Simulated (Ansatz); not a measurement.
```xyz
7

Cl   -1.1544   -1.9536    0.8043
C     0.0664   -0.8601    0.3126
C     0.1540    0.4048   -0.1727
Se   -0.8618    1.8839   -0.6710
B     1.4211   -0.3655    0.0402
H    -2.1725    1.2701   -0.3561
H     2.6084   -0.4478   -0.0029
```

All numbers below come from RKS B3LYP/def2-SVP in Ansatz 0.2.0.

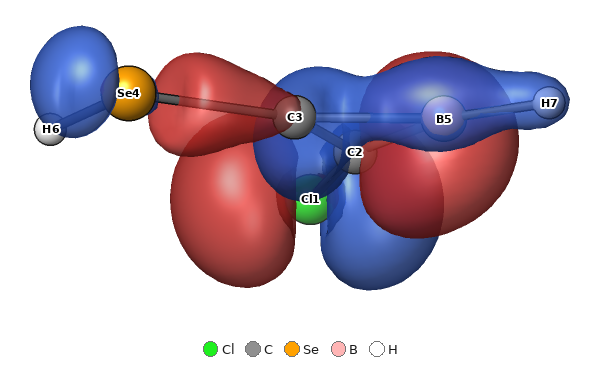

C₂H₂BClSe. The HOMO−1 at ±0.15 Å⁻³ᐟ² (red and blue are the two phases), seen from one side.

Question: Describe this orbital and give its energy.

Answer: It lies mainly on Cl1 (about 40 %), C2 (about 25 %), B5 (about 15 %), Se4 (about 10 %) and C3 (about 10 %); it is symmetric in the molecular plane (an in-plane orbital: σ, lone-pair or in-plane π type). Its energy is −7.82 eV.
